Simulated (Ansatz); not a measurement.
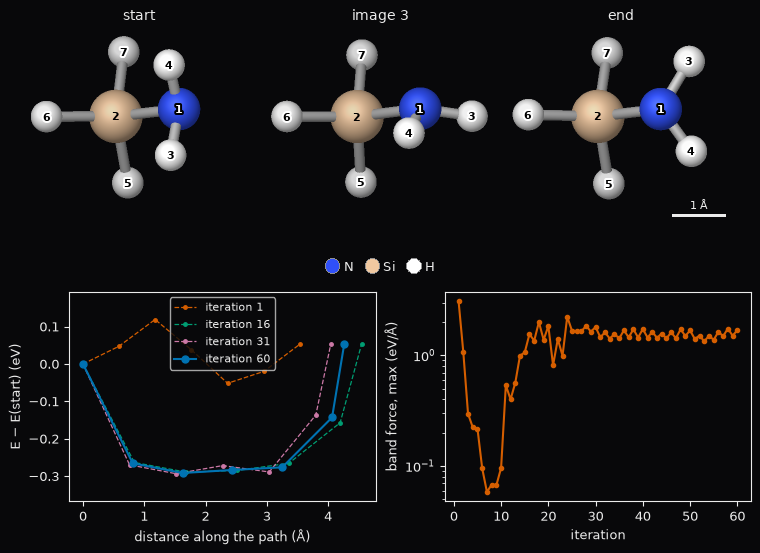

A search for the minimum-energy path of SiNH5 by the nudged elastic band. Images are numbered from 0 (start) to 6 (end). The plot follows the band through its iterations. Style: ball-and-stick. Shown from a free direction.

Level of theory: RKS PBE/def2-SVP in Ansatz.

The input:
```yaml
crystal:
  periodic: [false, false, false]
  atoms:
    - { symbol: "N", position_ang: [-0.0191, -1.1153, -0.1074] }
    - { symbol: Si, position_ang: [0.1445, 0.608, -0.1519] }
    - { symbol: H, position_ang: [-1.0939, -1.2741, -0.0765] }
    - { symbol: H, position_ang: [0.4206, -1.4305, 0.7277] }
    - { symbol: H, position_ang: [-0.5316, 1.1237, -1.3713] }
    - { symbol: H, position_ang: [-0.4866, 1.1383, 1.0795] }
    - { symbol: H, position_ang: [1.6274, 0.8819, -0.1458] }
basis:
  gaussian: { orbitals: def2-SVP }
hamiltonian:
  xc: pbe
neb:
  order_check: false
  images: 5
  f_tol: 0.05
  max_iterations: 60
  initial_path: idpp
  final_atoms:
    - { symbol: "N", position_ang: [-0.0191, -1.1153, -0.1074] }
    - { symbol: Si, position_ang: [0.1445, 0.608, -0.1519] }
    - { symbol: H, position_ang: [-1.0939, -1.2741, -0.0765] }
    - { symbol: H, position_ang: [0.4206, -1.4305, 0.7277] }
    - { symbol: H, position_ang: [0.91143, 1.04905, 1.04279] }
    - { symbol: H, position_ang: [0.85808, 0.94647, -1.40573] }
    - { symbol: H, position_ang: [-1.26045, 1.15519, -0.1792] }
```

Command:
```bash
ansatz run input.yaml --threads 1 --pin off --max-ram 2048MiB --backend cpu --events-out ev --progress --plain --runs-dir out
```

**Judge this run.**

The result isn't final. The band hadn't converged when the run stopped after 60 iterations. The largest component of the band force went from 3.1 to 1.7 eV/Å. The end points weren't relaxed, so energies relative to them aren't barriers between minima. The first iteration put the highest image at 0.119 eV. There is no barrier: the inner images dip to −0.291 eV relative to the start, below both ends (the end lies at +0.054 eV), so the ends aren't minima along this motion.

The run took roughly 6 core-minutes on a shared host.
